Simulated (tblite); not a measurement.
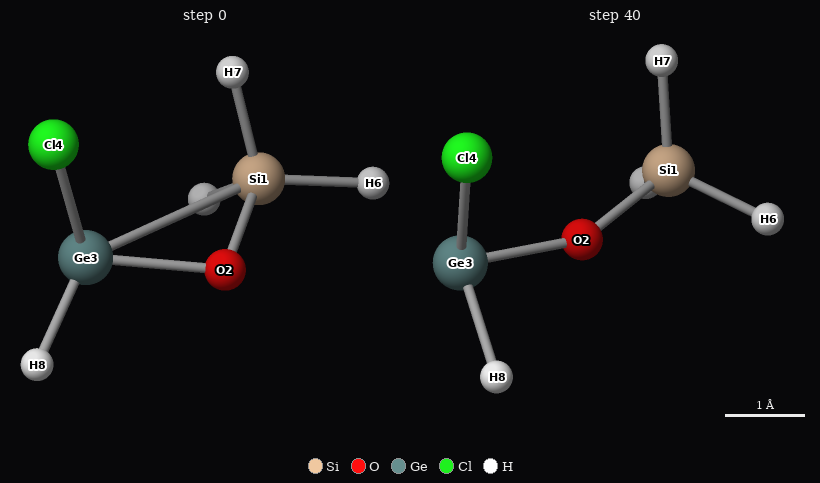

The structure of GeSiH4OCl (multiplicity 2) before (left) and after (right) a relaxation, at one scale.

The picture is a ball-and-stick view, seen from a free direction.

These are results of GFN2-xTB geometry optimisation, gas phase (tblite 0.8.0), not measurements. 

Summarise the run.

Answer. Over 40 geometry steps the energy falls by 0.738 eV. The O atom moves most after the best rigid fit: 0.93 Å. Largest moves by element: O 0.93 Å, H 0.74 Å, Ge 0.47 Å, Cl 0.27 Å, Si 0.17 Å. Near-neighbour distances that change, for instance: Ge–Si 2.785 → 3.321 Å, Ge–H 1.545 → 1.647 Å, O–Si 1.706 → 1.624 Å, Cl–Ge 2.181 → 2.159 Å. Among the angles between lasting bonds that change: Si–O–Ge 105.3° → 155.5°, O–Ge–H 110.2° → 94.2°, O–Si–H 109.5° → 103.0°. Groups turn about Ge–O by about 35°, O–Si by about 30°.
